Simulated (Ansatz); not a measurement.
# AlGeH (triplet): PBE, r2SCAN, PBE0, B3LYP, wB97M-V, B2PLYP, RPA-PBE over vertical gaps between states, cc-pVDZ, part 1 of 2

Aim: run AlGeH (triplet) with these functionals over vertical gaps between states, and hold them against the top wave-function level at the same points.

Method: cc-pVDZ, all electrons in the functionals, frozen cores in the correlation of double hybrids and RPA; program: Ansatz 0.2.0, Gaussian basis.

The runs, in order: PBE, r2SCAN, PBE0, B3LYP, wB97M-V, B2PLYP, RPA-PBE, at charge 0, triplet; charge 0, singlet; charge 0, quintet.

4 further runs of the same task are left out: 4 set aside as unsound or not needed.

## 1. What is computed

The geometry is a PBE0/def2-TZVP stationary point (not a proven minimum). No spin-orbit coupling is included. The filled d shell of Ge may be among the frozen orbitals whatever the setting's name suggests; the logs give the count.

3 atoms, charge 0, spin multiplicity 3.

Atoms are counted from 1 here; the program's logs count them from 0.

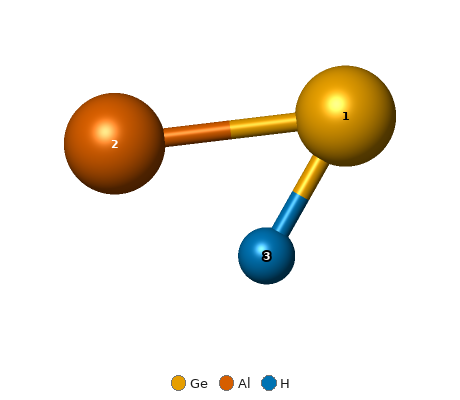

The geometry (germanium amber, aluminium orange, hydrogen blue); atoms are numbered from 1 in the order of the file.

No dispersion term is added; wB97M-V holds VV10 nonlocal correlation. B3LYP takes the VWN-RPA correlation.

The geometry shown and the zero of energy belong to the point charge 0, triplet. The yardstick, FCI, and other wave-function levels (R restricted, U unrestricted, valence and pair active spaces) come from earlier runs.

## 2. PBE, charge 0, triplet

Contents of in.yaml:

```yaml
crystal:
  periodic: [false, false, false]
  atoms:
    - {symbol: Ge, position_ang: [0.000000, -0.008843, 0.666646]}
    - {symbol: Al, position_ang: [0.000000, -0.026517, -1.782004]}
    - {symbol: H, position_ang: [0.000000, 1.347127, -0.341215]}
basis:
  gaussian: {orbitals: cc-pVDZ}
magnetization: {spin_polarized: true, initial_magnetization: 2}
hamiltonian: {xc: {name: PBE}}
output: {orbitals: {seedname: orbitals}}
```

Started as:

```console
$ ansatz run in.yaml --threads 1 --pin off --events-out ev --progress --plain --max-ram 3956MiB --backend cpu
```

Output:

```text
Functional definition: PBE
  name "PBE"
  cite "Perdew, Burke & Ernzerhof, Phys. Rev. Lett. 77, 3865 (1996) doi:10.1103/PhysRevLett.77.3865"
  parent pbe
  parameter kappa = 0.804
  parameter beta = 0.06672455060314922
  exchange = pbe_x(kappa = kappa, mu = beta*pi^2/3)
  correlation = pbe_c(beta = beta)
554 factors; integrals over basis functions are off by at most 1.0e-3 eV
mean field evaluation 1: about -63115.6257 eV, gradient 9.5e0 eV
mean field evaluation 2: about -63113.2778 eV, gradient 1.6e1 eV
mean field evaluation 4: about -63116.6053 eV, gradient 1.5e0 eV
mean field evaluation 8: about -63116.6331 eV, gradient 2.6e-2 eV
mean field evaluation 16: about -63116.6331 eV, gradient 2.8e-5 eV
mean field -63116.63309494 eV, -2319.4934842486 hartree, gradient 2.8e-5 eV, S^2 2.006732; 0 other end points of the search recorded, 0 dependent functions left out
reference -63116.63312554 eV, -2319.4934853733 hartree; 24, 22 occupied and 26, 28 virtual orbitals, 554 factors
Total energy: -63116.63312554 eV, -2319.4934853733 hartree
```

Run time: 1.4 s. Hardware: 1 thread of AMD EPYC 7R13, shared host.

From the report: ⟨S²⟩ of the determinant 2.007 (pure triplet: 2.00).

## 3. PBE, charge 0, singlet

in.yaml, as its differences from that of step 2:

```diff
@@ -8,3 +8,3 @@
   gaussian: {orbitals: cc-pVDZ}
-magnetization: {spin_polarized: true, initial_magnetization: 2}
+magnetization: {spin_polarized: true, initial_magnetization: 0}
 hamiltonian: {xc: {name: PBE}}
```

The command is unchanged.

Output (excerpt; [...] marks lines left out):

```text
Functional definition: PBE
  name "PBE"
  cite "Perdew, Burke & Ernzerhof, Phys. Rev. Lett. 77, 3865 (1996) doi:10.1103/PhysRevLett.77.3865"
  parent pbe
[...]
554 factors; integrals over basis functions are off by at most 1.0e-3 eV
[...]
mean field -63116.46030528 eV, -2319.4871343458 hartree, gradient 5.5e-7 eV, S^2 1.010860; 11 other end points of the search recorded, 0 dependent functions left out
reference -63116.46033448 eV, -2319.4871354186 hartree; 23, 23 occupied and 27, 27 virtual orbitals, 554 factors
Total energy: -63116.46033448 eV, -2319.4871354186 hartree
```

It took 8 s on 1 thread of AMD EPYC 7R13, shared host.

From the report: ⟨S²⟩ of the determinant 1.011 (pure singlet: 0.00). The determinant is far from a pure spin state, so its energy mixes those of several spin states (harmless only where they are near-degenerate, as at dissociation).

From charge 0, triplet: +4.0 kcal/mol.

## 4. PBE, charge 0, quintet

in.yaml, as its differences from that of step 3:

```diff
@@ -8,3 +8,3 @@
   gaussian: {orbitals: cc-pVDZ}
-magnetization: {spin_polarized: true, initial_magnetization: 0}
+magnetization: {spin_polarized: true, initial_magnetization: 4}
 hamiltonian: {xc: {name: PBE}}
```

Launched as before.

Output:

```text
Functional definition: PBE
  name "PBE"
  cite "Perdew, Burke & Ernzerhof, Phys. Rev. Lett. 77, 3865 (1996) doi:10.1103/PhysRevLett.77.3865"
  parent pbe
  parameter kappa = 0.804
  parameter beta = 0.06672455060314922
  exchange = pbe_x(kappa = kappa, mu = beta*pi^2/3)
  correlation = pbe_c(beta = beta)
554 factors; integrals over basis functions are off by at most 1.0e-3 eV
mean field evaluation 1: about -63111.8125 eV, gradient 9.1e0 eV
mean field evaluation 2: about -63103.7652 eV, gradient 2.5e1 eV
mean field evaluation 4: about -63112.8688 eV, gradient 2.0e0 eV
mean field evaluation 8: about -63112.9122 eV, gradient 7.3e-2 eV
mean field evaluation 16: about -63112.9123 eV, gradient 2.9e-5 eV
mean field evaluation 32: about -63112.9123 eV, gradient 1.4e-6 eV
mean field evaluation 64: about -63112.4146 eV, gradient 1.7e0 eV
mean field -63112.91225114 eV, -2319.3567457609 hartree, gradient 3.6e-6 eV, S^2 6.001371; 6 other end points of the search recorded, 0 dependent functions left out
reference -63112.91228343 eV, -2319.3567469476 hartree; 25, 21 occupied and 25, 29 virtual orbitals, 554 factors
Total energy: -63112.91228343 eV, -2319.3567469476 hartree
```

Wall time 4.7 s (1 thread of AMD EPYC 7R13, shared host).

From the report: ⟨S²⟩ of the determinant 6.001 (pure quintet: 6.00).

From charge 0, triplet: +85.8 kcal/mol.

## 5. r2SCAN, charge 0, triplet

in.yaml, as its differences from that of step 4:

```diff
@@ -8,4 +8,4 @@
   gaussian: {orbitals: cc-pVDZ}
-magnetization: {spin_polarized: true, initial_magnetization: 4}
-hamiltonian: {xc: {name: PBE}}
-output: {orbitals: {seedname: orbitals}}
+magnetization: {spin_polarized: true, initial_magnetization: 2}
+hamiltonian: {xc: {name: r2SCAN}}
+output: {forces: true}
```

Launched as before.

Output (excerpt; [...] marks lines left out):

```text
Functional definition: r2SCAN
  name "r2SCAN"
  cite "Furness, Kaplan, Ning, Perdew & Sun, J. Phys. Chem. Lett. 11, 8208 (2020) doi:10.1021/acs.jpclett.0c02405"
  cite "Furness, Kaplan, Ning, Perdew & Sun, J. Phys. Chem. Lett. 11, 9248 (2020) doi:10.1021/acs.jpclett.0c03077"
  parent r2scan
[...]
554 factors; integrals over basis functions are off by at most 1.0e-3 eV
[...]
mean field -63127.72506323 eV, -2319.9011065647 hartree, gradient 7.4e-5 eV, S^2 2.017839; 0 other end points of the search recorded, 0 dependent functions left out
[...]
reference -63127.72507495 eV, -2319.9011069955 hartree; 24, 22 occupied and 26, 28 virtual orbitals, 554 factors
Total energy: -63127.72507495 eV, -2319.9011069955 hartree
Atom 0 at     0.000000    -0.008843     0.666646 Å, force    -0.000000    -0.005024     0.040703 eV/Å
Atom 1 at     0.000000    -0.026517    -1.782004 Å, force     0.000000    -0.036024    -0.074274 eV/Å
Atom 2 at     0.000000     1.347127    -0.341215 Å, force    -0.000000     0.041047     0.033572 eV/Å
Dipole moment:    -0.000000     0.011371    -0.192560 e Å
```

Wall time 3.4 s (1 thread of AMD EPYC 7R13, shared host).

From the report: ⟨S²⟩ of the determinant 2.018 (pure triplet: 2.00).

## 6. r2SCAN, charge 0, singlet

in.yaml, as its differences from that of step 5:

```diff
@@ -8,4 +8,3 @@
   gaussian: {orbitals: cc-pVDZ}
-magnetization: {spin_polarized: true, initial_magnetization: 2}
+magnetization: {spin_polarized: true, initial_magnetization: 0}
 hamiltonian: {xc: {name: r2SCAN}}
-output: {forces: true}
```

Same command.

Output (excerpt; [...] marks lines left out):

```text
Functional definition: r2SCAN
  name "r2SCAN"
  cite "Furness, Kaplan, Ning, Perdew & Sun, J. Phys. Chem. Lett. 11, 8208 (2020) doi:10.1021/acs.jpclett.0c02405"
  cite "Furness, Kaplan, Ning, Perdew & Sun, J. Phys. Chem. Lett. 11, 9248 (2020) doi:10.1021/acs.jpclett.0c03077"
  parent r2scan
[...]
554 factors; integrals over basis functions are off by at most 1.0e-3 eV
[...]
mean field -63127.60038169 eV, -2319.8965246029 hartree, gradient 6.7e-7 eV, S^2 1.026427; 10 other end points of the search recorded, 0 dependent functions left out
reference -63127.60039328 eV, -2319.8965250286 hartree; 23, 23 occupied and 27, 27 virtual orbitals, 554 factors
Total energy: -63127.60039328 eV, -2319.8965250286 hartree
```

It took 21 s on 1 thread of AMD EPYC 7R13, shared host.

From the report: ⟨S²⟩ of the determinant 1.026 (pure singlet: 0.00). The determinant is far from a pure spin state, so its energy mixes those of several spin states (harmless only where they are near-degenerate, as at dissociation).

From charge 0, triplet: +2.9 kcal/mol.

## 7. r2SCAN, charge 0, quintet

in.yaml, as its differences from that of step 6:

```diff
@@ -8,3 +8,4 @@
   gaussian: {orbitals: cc-pVDZ}
-magnetization: {spin_polarized: true, initial_magnetization: 0}
+magnetization: {spin_polarized: true, initial_magnetization: 4}
 hamiltonian: {xc: {name: r2SCAN}}
+output: {forces: true}
```

Same command.

Output (excerpt; [...] marks lines left out):

```text
Functional definition: r2SCAN
  name "r2SCAN"
  cite "Furness, Kaplan, Ning, Perdew & Sun, J. Phys. Chem. Lett. 11, 8208 (2020) doi:10.1021/acs.jpclett.0c02405"
  cite "Furness, Kaplan, Ning, Perdew & Sun, J. Phys. Chem. Lett. 11, 9248 (2020) doi:10.1021/acs.jpclett.0c03077"
  parent r2scan
[...]
554 factors; integrals over basis functions are off by at most 1.0e-3 eV
[...]
mean field -63124.21481300 eV, -2319.7721072482 hartree, gradient 4.0e-9 eV, S^2 6.004220; 5 other end points of the search recorded, 0 dependent functions left out
[...]
reference -63124.21482509 eV, -2319.7721076924 hartree; 25, 21 occupied and 25, 29 virtual orbitals, 554 factors
Total energy: -63124.21482509 eV, -2319.7721076924 hartree
Atom 0 at     0.000000    -0.008843     0.666646 Å, force    -0.000000    -0.350335     1.970573 eV/Å
Atom 1 at     0.000000    -0.026517    -1.782004 Å, force     0.000000     0.724963    -0.927773 eV/Å
Atom 2 at     0.000000     1.347127    -0.341215 Å, force    -0.000000    -0.374628    -1.042799 eV/Å
Dipole moment:    -0.000000    -0.006605    -0.066821 e Å
```

It took 19 s on 1 thread of AMD EPYC 7R13, shared host.

From the report: ⟨S²⟩ of the determinant 6.004 (pure quintet: 6.00).

From charge 0, triplet: +80.9 kcal/mol.

## 8. PBE0, charge 0, triplet

in.yaml, as its differences from that of step 7:

```diff
@@ -8,4 +8,4 @@
   gaussian: {orbitals: cc-pVDZ}
-magnetization: {spin_polarized: true, initial_magnetization: 4}
-hamiltonian: {xc: {name: r2SCAN}}
-output: {forces: true}
+magnetization: {spin_polarized: true, initial_magnetization: 2}
+hamiltonian: {xc: {name: PBE0}}
+output: {forces: true, orbitals: {seedname: orbitals}}
```

Same command.

Output (excerpt; [...] marks lines left out):

```text
Functional definition: PBE0
  name "PBE0"
  cite "Adamo & Barone, J. Chem. Phys. 110, 6158 (1999) doi:10.1063/1.478522"
  cite "Perdew, Burke & Ernzerhof, Phys. Rev. Lett. 77, 3865 (1996) doi:10.1103/PhysRevLett.77.3865"
  parent pbe
[...]
554 factors; integrals over basis functions are off by at most 1.0e-3 eV
[...]
mean field -63118.63466139 eV, -2319.5670404590 hartree, gradient 3.5e-5 eV, S^2 2.013422; 0 other end points of the search recorded, 0 dependent functions left out
[...]
reference -63118.63468429 eV, -2319.5670413005 hartree; 24, 22 occupied and 26, 28 virtual orbitals, 554 factors
Total energy: -63118.63468429 eV, -2319.5670413005 hartree
Atom 0 at     0.000000    -0.008843     0.666646 Å, force     0.000000    -0.043387     0.133921 eV/Å
Atom 1 at     0.000000    -0.026517    -1.782004 Å, force    -0.000000    -0.050533    -0.153366 eV/Å
Atom 2 at     0.000000     1.347127    -0.341215 Å, force    -0.000000     0.093920     0.019445 eV/Å
Dipole moment:    -0.000000     0.001147    -0.187375 e Å
```

Run time: 2.3 s. Hardware: 1 thread of AMD EPYC 7R13, shared host.

From the report: ⟨S²⟩ of the determinant 2.013 (pure triplet: 2.00).

The fields below are evaluated on a grid from the run's orbitals.

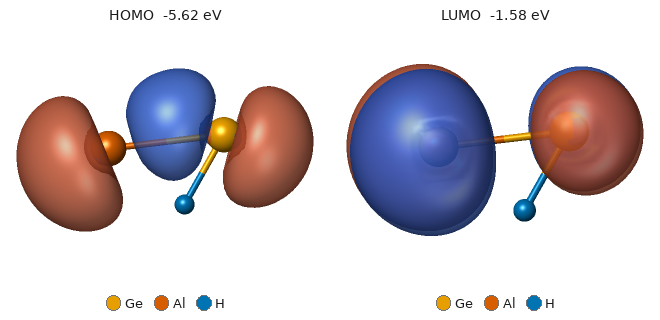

PBE0/cc-pVDZ orbitals (alpha spin) near the gap, drawn at the value that encloses 70 % of each; the two colours are the two signs.

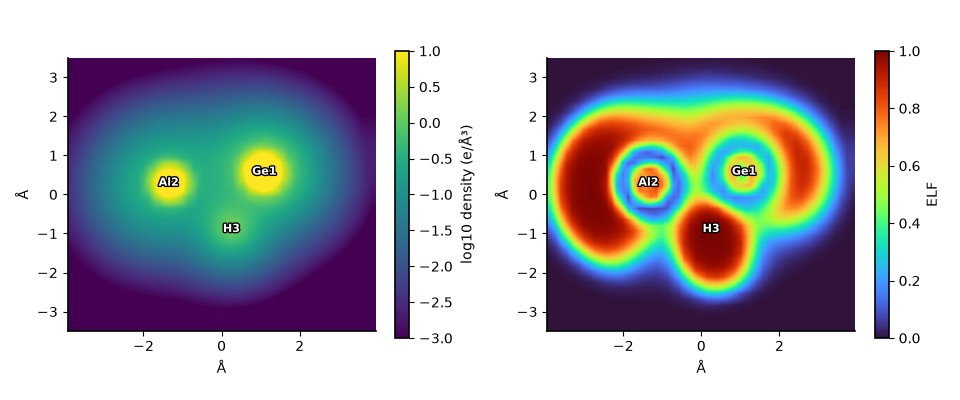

Density (left) and ELF (right) in a plane through or near 3 of the atoms.

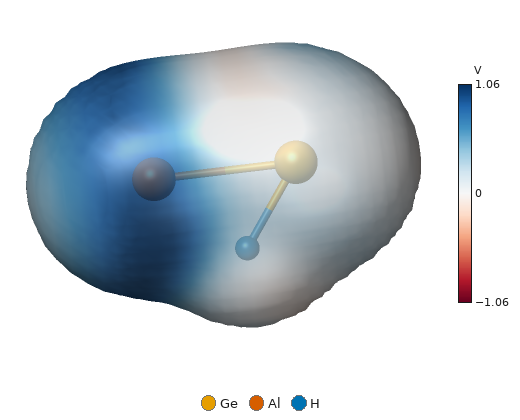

The potential that a unit positive charge feels on the 0.002 e/bohr³ surface, from the 1st to the 99th percentile, from -0.08 to 1.06 V.

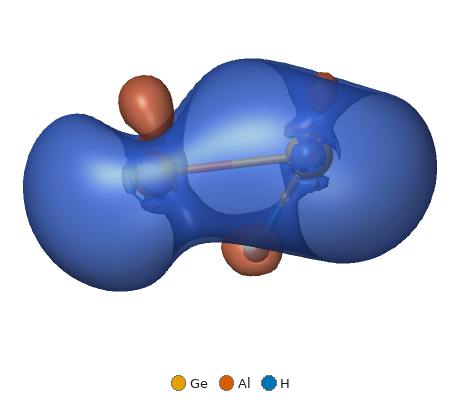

Spin density at ±0.01 e/Å³ (alpha excess blue, beta excess red).

## 9. PBE0, charge 0, singlet

in.yaml, as its differences from that of step 8:

```diff
@@ -8,4 +8,4 @@
   gaussian: {orbitals: cc-pVDZ}
-magnetization: {spin_polarized: true, initial_magnetization: 2}
+magnetization: {spin_polarized: true, initial_magnetization: 0}
 hamiltonian: {xc: {name: PBE0}}
-output: {forces: true, orbitals: {seedname: orbitals}}
+output: {orbitals: {seedname: orbitals}}
```

Launched as before.

Output (excerpt; [...] marks lines left out):

```text
Functional definition: PBE0
  name "PBE0"
  cite "Adamo & Barone, J. Chem. Phys. 110, 6158 (1999) doi:10.1063/1.478522"
  cite "Perdew, Burke & Ernzerhof, Phys. Rev. Lett. 77, 3865 (1996) doi:10.1103/PhysRevLett.77.3865"
  parent pbe
[...]
554 factors; integrals over basis functions are off by at most 1.0e-3 eV
[...]
mean field -63118.46415358 eV, -2319.5607744125 hartree, gradient 3.3e-6 eV, S^2 1.019676; 5 other end points of the search recorded, 0 dependent functions left out
reference -63118.46417549 eV, -2319.5607752178 hartree; 23, 23 occupied and 27, 27 virtual orbitals, 554 factors
Total energy: -63118.46417549 eV, -2319.5607752178 hartree
```

Wall time 9 s (1 thread of AMD EPYC 7R13, shared host).

From the report: ⟨S²⟩ of the determinant 1.020 (pure singlet: 0.00). The determinant is far from a pure spin state, so its energy mixes those of several spin states (harmless only where they are near-degenerate, as at dissociation).

From charge 0, triplet: +3.9 kcal/mol.

## 10. PBE0, charge 0, quintet

in.yaml, as its differences from that of step 9:

```diff
@@ -8,4 +8,4 @@
   gaussian: {orbitals: cc-pVDZ}
-magnetization: {spin_polarized: true, initial_magnetization: 0}
+magnetization: {spin_polarized: true, initial_magnetization: 4}
 hamiltonian: {xc: {name: PBE0}}
-output: {orbitals: {seedname: orbitals}}
+output: {forces: true, orbitals: {seedname: orbitals}}
```

The command is unchanged.

Output (excerpt; [...] marks lines left out):

```text
Functional definition: PBE0
  name "PBE0"
  cite "Adamo & Barone, J. Chem. Phys. 110, 6158 (1999) doi:10.1063/1.478522"
  cite "Perdew, Burke & Ernzerhof, Phys. Rev. Lett. 77, 3865 (1996) doi:10.1103/PhysRevLett.77.3865"
  parent pbe
[...]
554 factors; integrals over basis functions are off by at most 1.0e-3 eV
[...]
mean field -63114.93456707 eV, -2319.4310645006 hartree, gradient 8.6e-10 eV, S^2 6.003054; 9 other end points of the search recorded, 0 dependent functions left out
[...]
reference -63114.93459122 eV, -2319.4310653881 hartree; 25, 21 occupied and 25, 29 virtual orbitals, 554 factors
Total energy: -63114.93459122 eV, -2319.4310653881 hartree
Atom 0 at     0.000000    -0.008843     0.666646 Å, force    -0.000000    -0.440143     2.164724 eV/Å
Atom 1 at     0.000000    -0.026517    -1.782004 Å, force    -0.000000     0.767070    -1.009367 eV/Å
Atom 2 at     0.000000     1.347127    -0.341215 Å, force     0.000000    -0.326927    -1.155357 eV/Å
Dipole moment:    -0.003876    -0.008505    -0.051648 e Å
```

It took 18 s on 1 thread of AMD EPYC 7R13, shared host.

From the report: ⟨S²⟩ of the determinant 6.003 (pure quintet: 6.00).

From charge 0, triplet: +85.3 kcal/mol.

## 11. B3LYP, charge 0, triplet

in.yaml, as its differences from that of step 10:

```diff
@@ -8,4 +8,3 @@
   gaussian: {orbitals: cc-pVDZ}
-magnetization: {spin_polarized: true, initial_magnetization: 4}
-hamiltonian: {xc: {name: PBE0}}
-output: {forces: true, orbitals: {seedname: orbitals}}
+magnetization: {spin_polarized: true, initial_magnetization: 2}
+hamiltonian: {xc: {name: B3LYP}}
```

The command is unchanged.

Output (excerpt; [...] marks lines left out):

```text
Functional definition: B3LYP
  name "B3LYP"
  cite "Stephens, Devlin, Chabalowski & Frisch, J. Phys. Chem. 98, 11623 (1994) doi:10.1021/j100096a001"
  cite "Becke, Phys. Rev. A 38, 3098 (1988) doi:10.1103/PhysRevA.38.3098"
  cite "Lee, Yang & Parr, Phys. Rev. B 37, 785 (1988) doi:10.1103/PhysRevB.37.785"
  cite "Vosko, Wilk & Nusair, Can. J. Phys. 58, 1200 (1980) doi:10.1139/p80-159"
[...]
554 factors; integrals over basis functions are off by at most 1.0e-3 eV
[...]
mean field -63130.68656294 eV, -2320.0099396716 hartree, gradient 7.4e-5 eV, S^2 2.007868; 0 other end points of the search recorded, 0 dependent functions left out
reference -63130.68675057 eV, -2320.0099465671 hartree; 24, 22 occupied and 26, 28 virtual orbitals, 554 factors
Total energy: -63130.68675057 eV, -2320.0099465671 hartree
```

It took 1.9 s on 1 thread of AMD EPYC 7R13, shared host.

From the report: ⟨S²⟩ of the determinant 2.008 (pure triplet: 2.00).

## 12. B3LYP, charge 0, singlet

in.yaml, as its differences from that of step 11:

```diff
@@ -8,3 +8,3 @@
   gaussian: {orbitals: cc-pVDZ}
-magnetization: {spin_polarized: true, initial_magnetization: 2}
+magnetization: {spin_polarized: true, initial_magnetization: 0}
 hamiltonian: {xc: {name: B3LYP}}
```

Launched as before.

Output (excerpt; [...] marks lines left out):

```text
Functional definition: B3LYP
  name "B3LYP"
  cite "Stephens, Devlin, Chabalowski & Frisch, J. Phys. Chem. 98, 11623 (1994) doi:10.1021/j100096a001"
  cite "Becke, Phys. Rev. A 38, 3098 (1988) doi:10.1103/PhysRevA.38.3098"
  cite "Lee, Yang & Parr, Phys. Rev. B 37, 785 (1988) doi:10.1103/PhysRevB.37.785"
  cite "Vosko, Wilk & Nusair, Can. J. Phys. 58, 1200 (1980) doi:10.1139/p80-159"
[...]
554 factors; integrals over basis functions are off by at most 1.0e-3 eV
[...]
mean field -63130.54703970 eV, -2320.0048122872 hartree, gradient 2.1e-6 eV, S^2 1.012275; 7 other end points of the search recorded, 0 dependent functions left out
reference -63130.54722686 eV, -2320.0048191653 hartree; 23, 23 occupied and 27, 27 virtual orbitals, 554 factors
Total energy: -63130.54722686 eV, -2320.0048191653 hartree
```

Wall time 9.5 s (1 thread of AMD EPYC 7R13, shared host).

From the report: ⟨S²⟩ of the determinant 1.012 (pure singlet: 0.00). The determinant is far from a pure spin state, so its energy mixes those of several spin states (harmless only where they are near-degenerate, as at dissociation).

From charge 0, triplet: +3.2 kcal/mol.

## 13. B3LYP, charge 0, quintet

in.yaml, as its differences from that of step 12:

```diff
@@ -8,3 +8,3 @@
   gaussian: {orbitals: cc-pVDZ}
-magnetization: {spin_polarized: true, initial_magnetization: 0}
+magnetization: {spin_polarized: true, initial_magnetization: 4}
 hamiltonian: {xc: {name: B3LYP}}
```

Same command.

Output (excerpt; [...] marks lines left out):

```text
Functional definition: B3LYP
  name "B3LYP"
  cite "Stephens, Devlin, Chabalowski & Frisch, J. Phys. Chem. 98, 11623 (1994) doi:10.1021/j100096a001"
  cite "Becke, Phys. Rev. A 38, 3098 (1988) doi:10.1103/PhysRevA.38.3098"
  cite "Lee, Yang & Parr, Phys. Rev. B 37, 785 (1988) doi:10.1103/PhysRevB.37.785"
  cite "Vosko, Wilk & Nusair, Can. J. Phys. 58, 1200 (1980) doi:10.1139/p80-159"
[...]
554 factors; integrals over basis functions are off by at most 1.0e-3 eV
[...]
mean field -63126.70195762 eV, -2319.8635081271 hartree, gradient 7.5e-6 eV, S^2 6.001952; 6 other end points of the search recorded, 0 dependent functions left out
reference -63126.70214520 eV, -2319.8635150207 hartree; 25, 21 occupied and 25, 29 virtual orbitals, 554 factors
Total energy: -63126.70214520 eV, -2319.8635150207 hartree
```

It took 7 s on 1 thread of AMD EPYC 7R13, shared host.

From the report: ⟨S²⟩ of the determinant 6.002 (pure quintet: 6.00).

From charge 0, triplet: +91.9 kcal/mol.

## 14. wB97M-V, charge 0, triplet

in.yaml, as its differences from that of step 13:

```diff
@@ -8,3 +8,4 @@
   gaussian: {orbitals: cc-pVDZ}
-magnetization: {spin_polarized: true, initial_magnetization: 4}
-hamiltonian: {xc: {name: B3LYP}}
+magnetization: {spin_polarized: true, initial_magnetization: 2}
+hamiltonian: {xc: {name: wB97M-V}}
+output: {forces: true, orbitals: {seedname: orbitals}}
```

Same command.

Output (excerpt; [...] marks lines left out):

```text
Functional definition: wB97M-V
  name "wB97M-V"
  cite "Mardirossian & Head-Gordon, J. Chem. Phys. 144, 214110 (2016) doi:10.1063/1.4952647"
  cite "Becke, J. Chem. Phys. 107, 8554 (1997) doi:10.1063/1.475007"
  cite "Vydrov & Van Voorhis, J. Chem. Phys. 133, 244103 (2010) doi:10.1063/1.3521275"
  # Of w^i u^j: cxij and so on, Table III.
[...]
  gx(w, u) = 1 - cx + cx01*u + cx10*w
  gss(w, u) = css00 + css04*u^4 + css10*w + css20*w^2 + css43*w^4*u^3
  gos(w, u) = cos00 + cos10*w + (cos20 + cos21*u)*w^2 + (cos60 + cos61*u)*w^6
[...]
      + integral(e_c_pw_mod_opposite_spin*gos(b97_w_opposite, b97_u_opposite)) + vv10(b, c)
554 factors; integrals over basis functions are off by at most 1.0e-3 eV
166 factors; integrals over basis functions are off by at most 1.1e-5 eV
[...]
mean field -63125.22512267 eV, -2319.8092354438 hartree, gradient 2.3e-5 eV, S^2 2.008257; 0 other end points of the search recorded, 0 dependent functions left out
[...]
reference -63125.22515453 eV, -2319.8092366144 hartree; 24, 22 occupied and 26, 28 virtual orbitals, 554 factors
Total energy: -63125.22515453 eV, -2319.8092366144 hartree
Atom 0 at     0.000000    -0.008843     0.666646 Å, force     0.000000     0.038835     0.239337 eV/Å
Atom 1 at     0.000000    -0.026517    -1.782004 Å, force     0.000000    -0.055586    -0.323057 eV/Å
Atom 2 at     0.000000     1.347127    -0.341215 Å, force    -0.000000     0.016751     0.083720 eV/Å
Dipole moment:    -0.000000    -0.005953    -0.247722 e Å
```

It took 8.5 s on 1 thread of AMD EPYC 7R13, shared host; peak memory 0.26 GiB.

From the report: ⟨S²⟩ of the determinant 2.008 (pure triplet: 2.00).

(Continued in part 2 of 2.)
